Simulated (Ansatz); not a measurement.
## C₂H₆ClFSi: nudged elastic band (part 2 of 2)

The same run, continued: C₂H₆ClFSi; RKS r2SCANh-D4/6-31G (Ansatz 0.2.0). It belongs to a series of runs on one base structure; here: band between the two ends.

Geometry of the input (Å):
```
F  -0.1186  0.3113  1.9427
C  0.7403  -0.3723  1.0499
Cl 1.2875  -1.9476  1.9296
C  0.0211  -0.6777  -0.2238
Si -0.7249  0.9273  -1.0040
H  1.6519  0.2124  0.9439
H  0.7114  -1.1404  -0.9349
H  -0.7887  -1.3880  -0.0316
H  -1.9887  1.3200  -0.3098
H  0.2797  2.0360  -0.8885
H  -1.0055  0.6621  -2.4528
```

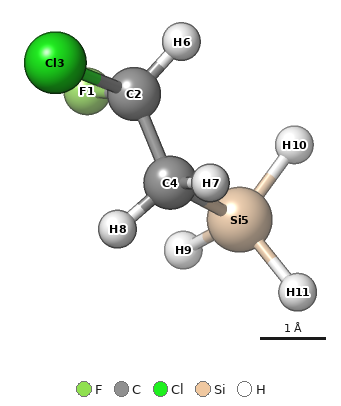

The structure as given in the input (ball-and-stick view, seen at a tilt; atoms are numbered from 1 in the order of the input).

```
Total energy: -25280.91642324 eV, -929.0565425333 hartree
Atom 0 at    -0.283354    -0.945838     2.223742 Å, force    -0.012466    -0.005501     0.013339 eV/Å
Atom 1 at     0.513424    -0.396509     1.199271 Å, force     0.028145     0.002487    -0.014475 eV/Å
Atom 2 at     2.219403    -1.196149     1.337515 Å, force    -0.008450     0.003184     0.001051 eV/Å
Atom 3 at    -0.113071    -0.661900    -0.153146 Å, force    -0.006841    -0.004150    -0.010475 eV/Å
Atom 4 at    -0.537815     0.941455    -1.134996 Å, force    -0.002659     0.000303     0.001764 eV/Å
Atom 5 at     0.702910     0.643131     1.461274 Å, force    -0.003515     0.000911     0.002761 eV/Å
Atom 6 at     0.535454    -1.288732    -0.769806 Å, force     0.001871     0.002342     0.001836 eV/Å
Atom 7 at    -1.033524    -1.229729     0.019714 Å, force     0.001490     0.002286     0.002206 eV/Å
Atom 8 at    -1.481496     1.788635    -0.334464 Å, force     0.000845     0.001381     0.002425 eV/Å
Atom 9 at     0.717699     1.721144    -1.390524 Å, force     0.000449    -0.001221    -0.000178 eV/Å
Atom 10 at    -1.174231     0.567591    -2.437880 Å, force     0.001132    -0.002023    -0.000252 eV/Å
Dipole moment:    -0.277666     0.283870    -0.435834 e Å
this run last wrote the band of iteration 9 to [file]
```

### The last band as extended XYZ (Å, eV, eV/Å)
```
11
Properties=species:S:1:pos:R:3:forces:R:3 image=0 energy=-25281.15431
F    -0.1186    0.3113    1.9427   -0.0012  -0.0030  -0.0007
C     0.7403   -0.3723    1.0499    0.0012   0.0076  -0.0055
Cl    1.2875   -1.9476    1.9296    0.0009  -0.0006   0.0002
C     0.0211   -0.6777   -0.2238    0.0003  -0.0053   0.0028
Si   -0.7249    0.9273   -1.0040   -0.0009   0.0008   0.0000
H     1.6519    0.2124    0.9439    0.0006  -0.0023   0.0027
H     0.7114   -1.1404   -0.9349    0.0004  -0.0008   0.0007
H    -0.7887   -1.3880   -0.0316   -0.0008   0.0019  -0.0002
H    -1.9887    1.3200   -0.3098   -0.0002   0.0015  -0.0002
H     0.2797    2.0360   -0.8885   -0.0004   0.0003   0.0004
H    -1.0055    0.6621   -2.4528    0.0000  -0.0002  -0.0001
11
Properties=species:S:1:pos:R:3:forces:R:3 image=1 energy=-25281.14133
F    -0.2770    0.1235    1.9998   -0.0007   0.0257   0.0045
C     0.6828   -0.3738    1.0919    0.0189  -0.0057  -0.0189
Cl    1.3984   -1.9419    1.8628   -0.0169  -0.0063   0.0077
C     0.0413   -0.6616   -0.2269   -0.0030   0.0000  -0.0014
Si   -0.7018    0.9338   -1.0268   -0.0035  -0.0046   0.0122
H     1.5206    0.3202    1.0685    0.0122  -0.0082  -0.0070
H     0.7814   -1.0822   -0.9138    0.0030  -0.0021  -0.0010
H    -0.7513   -1.4041   -0.0923    0.0035   0.0010  -0.0006
H    -1.8326    1.4770   -0.2151   -0.0129  -0.0100  -0.0052
H     0.3856    1.9649   -1.1236   -0.0104   0.0074   0.0113
H    -1.1819    0.5873   -2.4037    0.0098   0.0029  -0.0017
11
Properties=species:S:1:pos:R:3:forces:R:3 image=2 energy=-25281.10378
F    -0.4044   -0.1296    2.0590   -0.0254   0.0554   0.0076
C     0.6233   -0.3743    1.1271    0.0467  -0.0090  -0.0360
Cl    1.6060   -1.8571    1.7682   -0.0441  -0.0303   0.0229
C     0.0334   -0.6560   -0.2190   -0.0013   0.0003  -0.0080
Si   -0.6722    0.9383   -1.0535   -0.0035  -0.0109   0.0251
H     1.3327    0.4494    1.1781    0.0298  -0.0112  -0.0151
H     0.7963   -1.0691   -0.8846    0.0189   0.0077  -0.0023
H    -0.7556   -1.4062   -0.1089    0.0192  -0.0066  -0.0071
H    -1.6844    1.6138   -0.1847   -0.0178  -0.0128   0.0021
H     0.4781    1.8736   -1.2951   -0.0248   0.0179   0.0069
H    -1.2878    0.5602   -2.3660    0.0023  -0.0005   0.0038
11
Properties=species:S:1:pos:R:3:forces:R:3 image=3 energy=-25281.03138
F    -0.4341   -0.4117    2.1312   -0.0487   0.0718   0.0075
C     0.5782   -0.3773    1.1543    0.0565  -0.0025  -0.0412
Cl    1.8610   -1.6838    1.6347   -0.0600  -0.0537   0.0354
C    -0.0105   -0.6585   -0.1991    0.0052  -0.0053  -0.0102
Si   -0.6372    0.9412   -1.0812   -0.0074  -0.0089   0.0275
H     1.1202    0.5596    1.2669    0.0464  -0.0096  -0.0249
H     0.7341   -1.1171   -0.8544    0.0349   0.0223  -0.0067
H    -0.8263   -1.3773   -0.0742    0.0354  -0.0193  -0.0111
H    -1.5986    1.7021   -0.2229   -0.0202  -0.0129   0.0110
H     0.5633    1.8013   -1.3560   -0.0321   0.0206   0.0026
H    -1.2846    0.5647   -2.3784   -0.0100  -0.0023   0.0101
11
Properties=species:S:1:pos:R:3:forces:R:3 image=4 energy=-25280.95160
F    -0.3847   -0.6876    2.1920   -0.0426   0.0475   0.0100
C     0.5444   -0.3854    1.1783    0.0374   0.0073  -0.0294
Cl    2.0732   -1.4574    1.4864   -0.0388  -0.0466   0.0261
C    -0.0621   -0.6603   -0.1770    0.0056  -0.0092  -0.0077
Si   -0.5934    0.9431   -1.1090   -0.0075  -0.0024   0.0186
H     0.9098    0.6235    1.3606    0.0363  -0.0026  -0.0194
H     0.6415   -1.1958   -0.8185    0.0292   0.0212  -0.0077
H    -0.9255   -1.3166   -0.0280    0.0280  -0.0200  -0.0065
H    -1.5416    1.7534   -0.2791   -0.0151  -0.0068   0.0087
H     0.6394    1.7574   -1.3760   -0.0219   0.0126   0.0000
H    -1.2357    0.5688   -2.4090   -0.0105  -0.0009   0.0073
11
Properties=species:S:1:pos:R:3:forces:R:3 image=5 energy=-25280.91641
F    -0.2834   -0.9458    2.2237   -0.0125  -0.0055   0.0133
C     0.5134   -0.3965    1.1993    0.0281   0.0025  -0.0145
Cl    2.2194   -1.1961    1.3375   -0.0084   0.0032   0.0011
C    -0.1131   -0.6619   -0.1531   -0.0068  -0.0042  -0.0105
Si   -0.5378    0.9415   -1.1350   -0.0027   0.0003   0.0018
H     0.7029    0.6431    1.4613   -0.0035   0.0009   0.0028
H     0.5355   -1.2887   -0.7698    0.0019   0.0023   0.0018
H    -1.0335   -1.2297    0.0197    0.0015   0.0023   0.0022
H    -1.4815    1.7886   -0.3345    0.0008   0.0014   0.0024
H     0.7177    1.7211   -1.3905    0.0004  -0.0012  -0.0002
H    -1.1742    0.5676   -2.4379    0.0011  -0.0020  -0.0003
11
Properties=species:S:1:pos:R:3:forces:R:3 image=6 energy=-25280.94723
F    -0.1282   -1.2257    2.1897    0.0145  -0.0564   0.0187
C     0.4885   -0.4202    1.2098    0.0024   0.0136  -0.0259
Cl    2.3168   -0.8707    1.2035    0.0176   0.0562  -0.0260
C    -0.1372   -0.6647   -0.1447   -0.0117  -0.0046   0.0058
Si   -0.5025    0.9443   -1.1383    0.0109  -0.0019  -0.0052
H     0.4741    0.6044    1.5788   -0.0366  -0.0127   0.0248
H     0.4807   -1.3404   -0.7415   -0.0251  -0.0134   0.0113
H    -1.0922   -1.1736    0.0287   -0.0203   0.0207   0.0128
H    -1.4773    1.7759   -0.3561    0.0161   0.0084  -0.0075
H     0.7507    1.7370   -1.3514    0.0189  -0.0111  -0.0047
H    -1.1078    0.5768   -2.4578    0.0132   0.0013  -0.0041
11
Properties=species:S:1:pos:R:3:forces:R:3 image=7 energy=-25281.01746
F     0.0792   -1.4747    2.1062    0.0356  -0.0665   0.0084
C     0.4665   -0.4512    1.2150   -0.0288   0.0152  -0.0242
Cl    2.3407   -0.5103    1.1010    0.0155   0.0777  -0.0304
C    -0.1599   -0.6692   -0.1365   -0.0040  -0.0056   0.0073
Si   -0.4739    0.9492   -1.1313    0.0106   0.0003  -0.0060
H     0.2524    0.5009    1.6987   -0.0365  -0.0226   0.0328
H     0.4380   -1.3724   -0.7228   -0.0307  -0.0159   0.0131
H    -1.1369   -1.1376    0.0338   -0.0241   0.0222   0.0150
H    -1.4769    1.7697   -0.3719    0.0233   0.0155  -0.0082
H     0.7803    1.7476   -1.3025    0.0253  -0.0188  -0.0046
H    -1.0442    0.5911   -2.4689    0.0140  -0.0014  -0.0031
11
Properties=species:S:1:pos:R:3:forces:R:3 image=8 energy=-25281.07588
F     0.3116   -1.6751    1.9769    0.0258  -0.0219  -0.0100
C     0.4417   -0.4895    1.2202   -0.0144  -0.0045  -0.0013
Cl    2.2821   -0.1375    1.0787   -0.0056   0.0415  -0.0061
C    -0.1732   -0.6721   -0.1353   -0.0016   0.0018   0.0047
Si   -0.4545    0.9590   -1.1193    0.0066   0.0002  -0.0020
H     0.0456    0.3297    1.8183   -0.0196  -0.0160   0.0140
H     0.4296   -1.3717   -0.7219   -0.0106  -0.0062   0.0052
H    -1.1565   -1.1357    0.0163   -0.0099   0.0076   0.0040
H    -1.4358    1.8025   -0.3568    0.0173   0.0134  -0.0009
H     0.8161    1.7249   -1.3042    0.0134  -0.0139  -0.0096
H    -1.0413    0.6085   -2.4522   -0.0014  -0.0019   0.0021
11
Properties=species:S:1:pos:R:3:forces:R:3 image=9 energy=-25281.09928
F     0.4732   -1.7809    1.8647    0.0062  -0.0081  -0.0011
C     0.4053   -0.5238    1.2250   -0.0045   0.0046  -0.0018
Cl    2.1584    0.1573    1.1856   -0.0064   0.0114   0.0036
C    -0.1429   -0.6801   -0.1597    0.0014  -0.0001  -0.0007
Si   -0.4470    0.9692   -1.1061    0.0026  -0.0017  -0.0007
H    -0.1425    0.1544    1.8771   -0.0076  -0.0070   0.0027
H     0.5208   -1.3267   -0.7421    0.0009   0.0006   0.0010
H    -1.1072   -1.1972   -0.0701    0.0003  -0.0006  -0.0012
H    -1.3038    1.8607   -0.2537    0.0113   0.0061   0.0034
H     0.8340    1.6666   -1.4298    0.0036  -0.0061  -0.0095
H    -1.1830    0.6438   -2.3702   -0.0079   0.0010   0.0043
11
Properties=species:S:1:pos:R:3:forces:R:3 image=10 energy=-25281.10713
F     0.5744   -1.8197    1.8021    0.0008  -0.0009   0.0004
C     0.3648   -0.5494    1.2235    0.0025   0.0012  -0.0034
Cl    2.0086    0.3654    1.3124   -0.0006  -0.0007   0.0006
C    -0.0925   -0.6943   -0.1944    0.0001  -0.0002  -0.0002
Si   -0.4460    0.9740   -1.0921   -0.0014   0.0024  -0.0002
H    -0.2998    0.0128    1.8770   -0.0019   0.0001   0.0008
H     0.6519   -1.2659   -0.7577   -0.0008   0.0005   0.0016
H    -1.0178   -1.2841   -0.1812   -0.0001   0.0001  -0.0002
H    -1.1304    1.9049   -0.1331    0.0018  -0.0015  -0.0029
H     0.8151    1.6022   -1.5901   -0.0029  -0.0015   0.0007
H    -1.3629    0.6972   -2.2457    0.0025   0.0006   0.0028
```

### Summary

| quantity | value |
| --- | --- |
| outcome | converged |
| barrier, forward | 0.238 eV |
| barrier, backward | 0.191 eV |
| wall time | 3.2 min |
| peak memory | 0.2 GiB |

### Remarks

The order of the saddle point was not checked.
